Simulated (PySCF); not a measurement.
## Run report: AlH₂ClO, geometry relaxation (part 3 of 3)

AlH₂ClO, SMILES [OH][AlH][Cl]; M06-2X/def2-SVP, RKS (PySCF 2.14.0). The geometry comes from this level: PBE0-D4/def2-TZVP.

Geometry of the input (Å):
```
O  -1.1101  0.3709  -0.5144
Al 0.4310  0.1849  0.1375
Cl 1.1149  -1.7254  0.6628
H  -1.7195  -0.3491  -0.6695
H  1.3335  1.4450  0.3422
```

## What the program printed, continued
```
Geometry optimization cycle 25
Cartesian coordinates (Angstrom)
 Atom        New coordinates             dX        dY        dZ
   O  -1.040292   0.336730  -0.499872   -0.000012 -0.000030 -0.000030
  Al   0.484681   0.139456   0.191712   -0.000003  0.000078 -0.000062
  Cl   1.123612  -1.772326   0.772893   -0.000162  0.000076 -0.000062
   H  -1.705320  -0.329271  -0.682428    0.000082 -0.000158  0.000087
   H   1.394188   1.385604   0.386779    0.000008  0.000067  0.000020
converged SCF energy = -778.836539935739
--------------- RKS_Scanner gradients ---------------
         x                y                z
0 O    -0.0000162976    -0.0000029680     0.0000100196
1 Al    -0.0000117148     0.0000102179    -0.0000002967
2 Cl     0.0000132209    -0.0000004686    -0.0000148658
3 H    -0.0000060864     0.0000045161    -0.0000085476
4 H    -0.0000050943     0.0000010790    -0.0000044504
----------------------------------------------
cycle 25: E = -778.836539936  dE = -1.21501e-08  norm(grad) = 3.4496e-05
Step   24 : Displace = 1.295e-04/1.933e-04 (rms/max) Trust = 1.262e-04 (-) Grad = 6.295e-06/8.235e-06 (rms/max) E (change) = -778.8365399357 (-1.215e-08) Quality = 2.222
Hessian Eigenvalues: 6.08283e-05 2.17474e-02 3.08362e-02 ... 3.10264e-01 3.72382e-01 5.82754e-01

Geometry optimization cycle 26
Cartesian coordinates (Angstrom)
 Atom        New coordinates             dX        dY        dZ
   O  -1.046335   0.338477  -0.500529   -0.006044  0.001747 -0.000657
  Al   0.481124   0.144012   0.186354   -0.003557  0.004555 -0.005358
  Cl   1.126904  -1.767250   0.761570    0.003291  0.005076 -0.011323
   H  -1.709881  -0.329144  -0.682576   -0.004560  0.000127 -0.000148
   H   1.387707   1.392262   0.381639   -0.006482  0.006658 -0.005139
converged SCF energy = -778.836539582506
--------------- RKS_Scanner gradients ---------------
         x                y                z
0 O    -0.0000147052    -0.0000036387     0.0000120552
1 Al    -0.0000136653     0.0000040290    -0.0000022538
2 Cl     0.0000142885     0.0000077131    -0.0000202315
3 H    -0.0000026124     0.0000040873    -0.0000067492
4 H    -0.0000039896     0.0000022914    -0.0000030507
----------------------------------------------
cycle 26: E = -778.836539583  dE = 3.53233e-07  norm(grad) = 3.68156e-05
Step   25 : Displace = 1.104e-04/1.806e-04 (rms/max) Trust = 1.785e-04 (+) Grad = 4.048e-06/7.042e-06 (rms/max) E (change) = -778.8365395825 (+3.532e-07) Quality = -26.381
Not rejecting step - energy change meets convergence criteria
Hessian Eigenvalues: 1.01009e-04 1.99671e-02 3.00362e-02 ... 3.10457e-01 3.72722e-01 5.82813e-01

Geometry optimization cycle 27
Cartesian coordinates (Angstrom)
 Atom        New coordinates             dX        dY        dZ
   O  -1.044278   0.337816  -0.500386    0.002057 -0.000661  0.000143
  Al   0.482329   0.142510   0.188158    0.001205 -0.001501  0.001803
  Cl   1.125818  -1.768881   0.765476   -0.001086 -0.001631  0.003906
   H  -1.708269  -0.329361  -0.682445    0.001611 -0.000217  0.000131
   H   1.389855   1.390088   0.383362    0.002149 -0.002174  0.001722
converged SCF energy = -778.836539718605
--------------- RKS_Scanner gradients ---------------
         x                y                z
0 O    -0.0000141088    -0.0000030947     0.0000098535
1 Al    -0.0000135617     0.0000016862    -0.0000008400
2 Cl     0.0000119607     0.0000096129    -0.0000201887
3 H    -0.0000030874     0.0000034134    -0.0000054603
4 H    -0.0000036600     0.0000021988    -0.0000028210
----------------------------------------------
cycle 27: E = -778.836539719  dE = -1.36099e-07  norm(grad) = 3.48344e-05
```

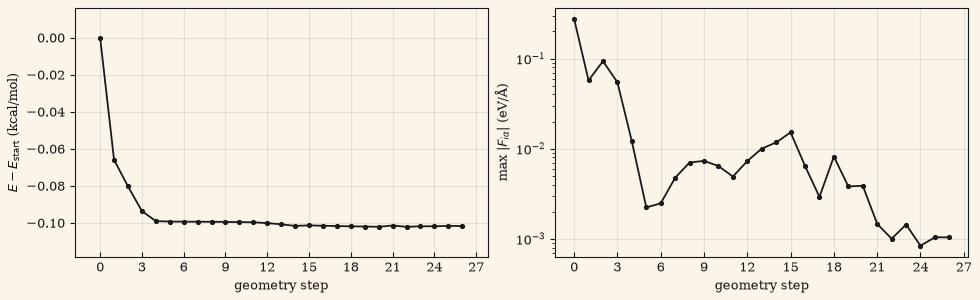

Figure 1. Progress of the relaxation, step by step (steps are counted from 0).

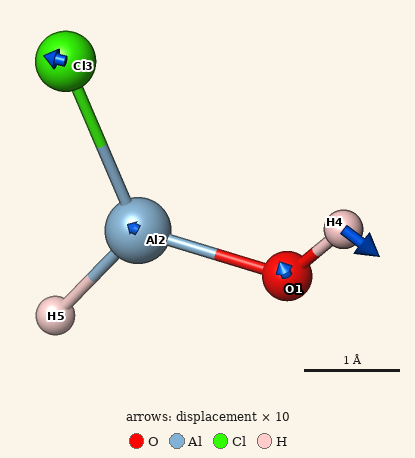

Figure 2. The starting structure with the displacements as blue arrows, magnified 10 times (ball-and-stick view, seen at a tilt). The two geometries are laid on each other by the best rigid fit. H4 moves most after the best rigid fit: 0.048 Å. By element the largest moves are H 0.048 Å, Cl 0.026 Å, O 0.019 Å, Al 0.014 Å. Distances before and after: Al2–H5 1.563 → 1.555 Å. Among the angles that change: Al2–O1–H4 124.3° → 128.6°. After 26 geometry steps the energy has fallen by 0.10 kcal/mol. Largest force component: 0.28 eV/Å at the start, 0.001 eV/Å at the end. (Atoms are counted from 1 in the order of the input.)

```
Step   26 : Displace = 3.587e-05/5.479e-05 (rms/max) Trust = 5.518e-05 (-) Grad = 3.361e-06/5.022e-06 (rms/max) E (change) = -778.8365397186 (-1.361e-07) Quality = 42.201
Hessian Eigenvalues: 1.01009e-04 1.99671e-02 3.00362e-02 ... 3.10457e-01 3.72722e-01 5.82813e-01
Converged! =D

converged: True
O          -1.04427844        0.33781607       -0.50038604
Al          0.48232920        0.14251036        0.18815756
Cl          1.12581834       -1.76888127        0.76547589
H          -1.70826929       -0.32936082       -0.68244473
H           1.38985533        1.39008817        0.38336150
converged SCF energy = -778.836539718605
E(M06-2X) = -778.836539719
```

## Trajectory as extended XYZ (Å, eV, eV/Å), 27 frames, from step=0 to step=26
```
5
Properties=species:S:1:pos:R:3:forces:R:3 step=0 energy=-21193.21750
O    -1.1101    0.3709   -0.5144    0.0110   0.0752  -0.0053
Al    0.4310    0.1849    0.1375    0.2758   0.1711   0.0897
Cl    1.1149   -1.7254    0.6628   -0.0037  -0.0364   0.0048
H    -1.7195   -0.3491   -0.6695   -0.2101  -0.1180  -0.0706
H     1.3335    1.4450    0.3422   -0.0727  -0.0933  -0.0175
5
Properties=species:S:1:pos:R:3:forces:R:3 step=1 energy=-21193.22035
O    -1.1085    0.3651   -0.5131    0.0168  -0.0572   0.0138
Al    0.4395    0.1906    0.1402   -0.0132   0.0103  -0.0060
Cl    1.1125   -1.7258    0.6626    0.0147  -0.0119   0.0090
H    -1.7287   -0.3503   -0.6732   -0.0130   0.0512  -0.0122
H     1.3352    1.4453    0.3430   -0.0039   0.0063  -0.0028
5
Properties=species:S:1:pos:R:3:forces:R:3 step=2 energy=-21193.22098
O    -1.1075    0.3648   -0.5128    0.0361  -0.0935   0.0267
Al    0.4402    0.1836    0.1418   -0.0522   0.0017  -0.0216
Cl    1.1277   -1.7272    0.6700   -0.0099   0.0050  -0.0033
H    -1.7399   -0.3387   -0.6794    0.0149   0.0625  -0.0023
H     1.3310    1.4404    0.3420    0.0127   0.0229   0.0021
5
Properties=species:S:1:pos:R:3:forces:R:3 step=3 energy=-21193.22155
O    -1.1038    0.3591   -0.5108    0.0446  -0.0500   0.0245
Al    0.4430    0.1801    0.1439   -0.0546  -0.0027  -0.0220
Cl    1.1334   -1.7294    0.6743   -0.0081   0.0128  -0.0036
H    -1.7479   -0.3309   -0.6840    0.0117   0.0307   0.0006
H     1.3302    1.4409    0.3419    0.0080   0.0081   0.0021
5
Properties=species:S:1:pos:R:3:forces:R:3 step=4 energy=-21193.22179
O    -1.0994    0.3536   -0.5087    0.0113  -0.0044   0.0048
Al    0.4450    0.1771    0.1456   -0.0121   0.0003  -0.0047
Cl    1.1371   -1.7306    0.6781   -0.0013   0.0051   0.0000
H    -1.7532   -0.3246   -0.6872   -0.0008  -0.0001  -0.0005
H     1.3300    1.4405    0.3421    0.0042  -0.0020   0.0017
5
Properties=species:S:1:pos:R:3:forces:R:3 step=5 energy=-21193.22180
O    -1.0987    0.3528   -0.5084    0.0013  -0.0005   0.0002
Al    0.4452    0.1768    0.1460   -0.0022   0.0016  -0.0011
Cl    1.1372   -1.7306    0.6790    0.0003   0.0006   0.0013
H    -1.7534   -0.3243   -0.6875   -0.0001  -0.0007  -0.0001
H     1.3309    1.4397    0.3427    0.0020  -0.0021   0.0009
5
Properties=species:S:1:pos:R:3:forces:R:3 step=6 energy=-21193.22180
O    -1.0981    0.3524   -0.5083   -0.0025   0.0011  -0.0016
Al    0.4455    0.1765    0.1465    0.0023   0.0012   0.0011
Cl    1.1371   -1.7307    0.6803    0.0006  -0.0018   0.0017
H    -1.7531   -0.3244   -0.6875    0.0004  -0.0005   0.0001
H     1.3322    1.4387    0.3435    0.0005  -0.0009   0.0000
5
Properties=species:S:1:pos:R:3:forces:R:3 step=7 energy=-21193.22180
O    -1.0971    0.3519   -0.5083   -0.0034   0.0019  -0.0020
Al    0.4461    0.1758    0.1474    0.0048  -0.0005   0.0019
Cl    1.1370   -1.7313    0.6824    0.0000  -0.0026   0.0017
H    -1.7523   -0.3246   -0.6875    0.0008  -0.0003   0.0002
H     1.3340    1.4371    0.3447   -0.0009   0.0004  -0.0006
5
Properties=species:S:1:pos:R:3:forces:R:3 step=8 energy=-21193.22180
O    -1.0943    0.3510   -0.5080   -0.0033   0.0028  -0.0022
Al    0.4479    0.1740    0.1496    0.0070  -0.0038   0.0040
Cl    1.1362   -1.7333    0.6877   -0.0013  -0.0024   0.0011
H    -1.7501   -0.3250   -0.6873    0.0013   0.0000   0.0003
H     1.3379    1.4336    0.3475   -0.0027   0.0024  -0.0018
5
Properties=species:S:1:pos:R:3:forces:R:3 step=9 energy=-21193.22181
O    -1.0909    0.3500   -0.5077   -0.0018   0.0027  -0.0014
Al    0.4500    0.1717    0.1526    0.0073  -0.0065   0.0038
Cl    1.1351   -1.7360    0.6939   -0.0026  -0.0011   0.0007
H    -1.7472   -0.3255   -0.6870    0.0014   0.0003   0.0003
H     1.3421    1.4299    0.3504   -0.0034   0.0034  -0.0020
5
Properties=species:S:1:pos:R:3:forces:R:3 step=10 energy=-21193.22181
O    -1.0905    0.3501   -0.5076    0.0015   0.0016   0.0002
Al    0.4503    0.1713    0.1530    0.0036  -0.0064   0.0019
Cl    1.1348   -1.7366    0.6945   -0.0029   0.0010   0.0004
H    -1.7468   -0.3255   -0.6869    0.0010   0.0001   0.0002
H     1.3422    1.4298    0.3505   -0.0023   0.0027  -0.0013
5
Properties=species:S:1:pos:R:3:forces:R:3 step=11 energy=-21193.22182
O    -1.0901    0.3501   -0.5075    0.0026   0.0009   0.0007
Al    0.4507    0.1710    0.1533    0.0013  -0.0049   0.0009
Cl    1.1345   -1.7371    0.6950   -0.0025   0.0017   0.0005
H    -1.7464   -0.3254   -0.6868    0.0005  -0.0002   0.0000
H     1.3420    1.4298    0.3505   -0.0010   0.0014  -0.0007
5
Properties=species:S:1:pos:R:3:forces:R:3 step=12 energy=-21193.22184
O    -1.0816    0.3482   -0.5066    0.0073  -0.0015   0.0031
Al    0.4563    0.1649    0.1605   -0.0043  -0.0052  -0.0014
Cl    1.1307   -1.7445    0.7098   -0.0032   0.0054  -0.0001
H    -1.7391   -0.3261   -0.6859   -0.0001   0.0001  -0.0003
H     1.3507    1.4217    0.3570    0.0009   0.0002   0.0003
5
Properties=species:S:1:pos:R:3:forces:R:3 step=13 energy=-21193.22186
O    -1.0685    0.3449   -0.5050    0.0100  -0.0034   0.0046
Al    0.4647    0.1557    0.1716   -0.0083  -0.0045  -0.0034
Cl    1.1248   -1.7553    0.7327   -0.0030   0.0079  -0.0005
H    -1.7283   -0.3270   -0.6848   -0.0007   0.0003  -0.0006
H     1.3642    1.4090    0.3672    0.0027  -0.0012   0.0013
5
Properties=species:S:1:pos:R:3:forces:R:3 step=14 energy=-21193.22190
O    -1.0409    0.3374   -0.5018    0.0117  -0.0053   0.0060
Al    0.4821    0.1366    0.1945   -0.0117  -0.0029  -0.0050
Cl    1.1129   -1.7769    0.7803   -0.0014   0.0096  -0.0013
H    -1.7061   -0.3288   -0.6829   -0.0012   0.0007  -0.0010
H     1.3929    1.3819    0.3889    0.0043  -0.0026   0.0022
5
Properties=species:S:1:pos:R:3:forces:R:3 step=15 energy=-21193.22189
O    -0.9872    0.3218   -0.4953    0.0152  -0.0063   0.0093
Al    0.5154    0.1004    0.2383   -0.0136  -0.0053  -0.0066
Cl    1.0924   -1.8155    0.8707   -0.0023   0.0125  -0.0039
H    -1.6631   -0.3328   -0.6799   -0.0008   0.0005  -0.0010
H     1.4489    1.3288    0.4315    0.0043  -0.0013   0.0025
5
Properties=species:S:1:pos:R:3:forces:R:3 step=16 energy=-21193.22190
O    -0.9869    0.3216   -0.4951    0.0062  -0.0045   0.0047
Al    0.5155    0.1004    0.2382   -0.0064  -0.0007  -0.0039
Cl    1.0923   -1.8152    0.8705    0.0001   0.0061  -0.0017
H    -1.6629   -0.3328   -0.6798   -0.0006   0.0009  -0.0009
H     1.4491    1.3288    0.4316    0.0034  -0.0017   0.0021
5
Properties=species:S:1:pos:R:3:forces:R:3 step=17 energy=-21193.22190
O    -0.9871    0.3213   -0.4951    0.0014  -0.0029   0.0020
Al    0.5153    0.1005    0.2380   -0.0015   0.0012  -0.0015
Cl    1.0926   -1.8147    0.8704    0.0009   0.0017  -0.0007
H    -1.6632   -0.3330   -0.6798   -0.0002   0.0010  -0.0008
H     1.4493    1.3286    0.4318    0.0020  -0.0010   0.0012
5
Properties=species:S:1:pos:R:3:forces:R:3 step=18 energy=-21193.22191
O    -0.9951    0.3233   -0.4957   -0.0082   0.0003  -0.0032
Al    0.5105    0.1064    0.2310    0.0056   0.0054   0.0010
Cl    1.0966   -1.8083    0.8556    0.0036  -0.0043   0.0021
H    -1.6700   -0.3321   -0.6804    0.0001   0.0006  -0.0004
H     1.4408    1.3373    0.4249    0.0013  -0.0020   0.0011
5
Properties=species:S:1:pos:R:3:forces:R:3 step=19 energy=-21193.22192
O    -0.9953    0.3230   -0.4956   -0.0031   0.0014  -0.0014
Al    0.5106    0.1065    0.2308    0.0038   0.0010   0.0017
Cl    1.0981   -1.8078    0.8558    0.0014  -0.0026   0.0006
H    -1.6704   -0.3321   -0.6806    0.0007  -0.0001   0.0000
H     1.4415    1.3369    0.4252   -0.0004   0.0002  -0.0004
5
Properties=species:S:1:pos:R:3:forces:R:3 step=20 energy=-21193.22192
O    -1.0046    0.3258   -0.4965   -0.0031   0.0017  -0.0017
Al    0.5053    0.1133    0.2227    0.0039   0.0002   0.0019
Cl    1.1035   -1.8007    0.8388    0.0011  -0.0019   0.0006
H    -1.6778   -0.3313   -0.6810    0.0007  -0.0002   0.0002
H     1.4319    1.3469    0.4173   -0.0004   0.0002  -0.0004
5
Properties=species:S:1:pos:R:3:forces:R:3 step=21 energy=-21193.22189
O    -1.0505    0.3399   -0.5008    0.0003   0.0003  -0.0009
Al    0.4786    0.1470    0.1827    0.0015  -0.0012   0.0002
Cl    1.1291   -1.7640    0.7535   -0.0014   0.0005   0.0009
H    -1.7134   -0.3283   -0.6830    0.0003  -0.0004   0.0006
H     1.3834    1.3965    0.3781    0.0002  -0.0001   0.0003
5
Properties=species:S:1:pos:R:3:forces:R:3 step=22 energy=-21193.22192
O    -1.0047    0.3259   -0.4965    0.0003   0.0004   0.0001
Al    0.5053    0.1132    0.2227    0.0010  -0.0003   0.0005
Cl    1.1039   -1.8007    0.8388    0.0003  -0.0001   0.0000
H    -1.6778   -0.3313   -0.6810    0.0006  -0.0003   0.0002
H     1.4316    1.3470    0.4171    0.0002   0.0002  -0.0001
5
Properties=species:S:1:pos:R:3:forces:R:3 step=23 energy=-21193.22191
O    -1.0403    0.3368   -0.4998    0.0014  -0.0001  -0.0002
Al    0.4847    0.1394    0.1918    0.0004  -0.0010  -0.0003
Cl    1.1238   -1.7724    0.7730   -0.0012   0.0008   0.0005
H    -1.7054   -0.3291   -0.6825    0.0003  -0.0003   0.0005
H     1.3942    1.3855    0.3868    0.0004   0.0000   0.0004
5
Properties=species:S:1:pos:R:3:forces:R:3 step=24 energy=-21193.22191
O    -1.0403    0.3367   -0.4999    0.0008   0.0002  -0.0005
Al    0.4847    0.1395    0.1917    0.0006  -0.0005   0.0000
Cl    1.1236   -1.7723    0.7729   -0.0007   0.0000   0.0008
H    -1.7053   -0.3293   -0.6824    0.0003  -0.0002   0.0004
H     1.3942    1.3856    0.3868    0.0003  -0.0001   0.0002
5
Properties=species:S:1:pos:R:3:forces:R:3 step=25 energy=-21193.22190
O    -1.0463    0.3385   -0.5005    0.0008   0.0002  -0.0006
Al    0.4811    0.1440    0.1864    0.0007  -0.0002   0.0001
Cl    1.1269   -1.7672    0.7616   -0.0007  -0.0004   0.0010
H    -1.7099   -0.3291   -0.6826    0.0001  -0.0002   0.0003
H     1.3877    1.3923    0.3816    0.0002  -0.0001   0.0002
5
Properties=species:S:1:pos:R:3:forces:R:3 step=26 energy=-21193.22190
O    -1.0443    0.3378   -0.5004    0.0007   0.0002  -0.0005
Al    0.4823    0.1425    0.1882    0.0007  -0.0001   0.0000
Cl    1.1258   -1.7689    0.7655   -0.0006  -0.0005   0.0010
H    -1.7083   -0.3294   -0.6824    0.0002  -0.0002   0.0003
H     1.3899    1.3901    0.3834    0.0002  -0.0001   0.0001
```

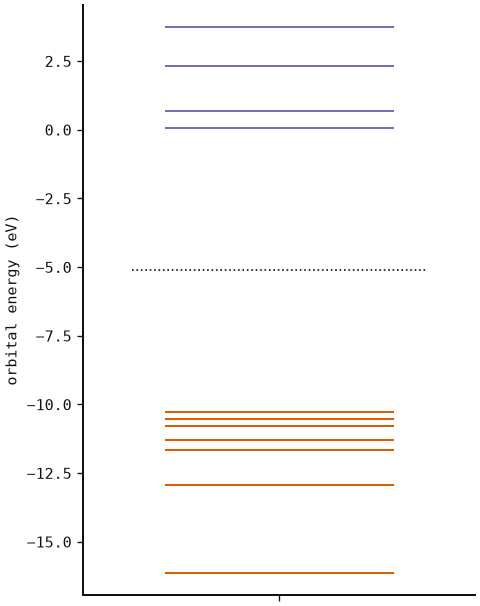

Figure 3. Orbital energies near the frontier; the dotted line parts filled from empty levels, and levels within 0.02 eV of each other stand side by side. Highest filled −10.26 eV, lowest empty 0.07 eV, 10.33 eV apart.

## Summary

| quantity | value |
| --- | --- |
| outcome | converged |
| total energy | −778.836540 hartree |
| basis functions | 60 |
| HOMO | −10.26 eV |
| LUMO | 0.07 eV |
| dipole moment | 1.01 D |
| hardware | 1 thread of Arm Neoverse V2, 24 GiB of memory available, shared host |
| wall time | 7 min |
| peak memory | 0.63 GiB |
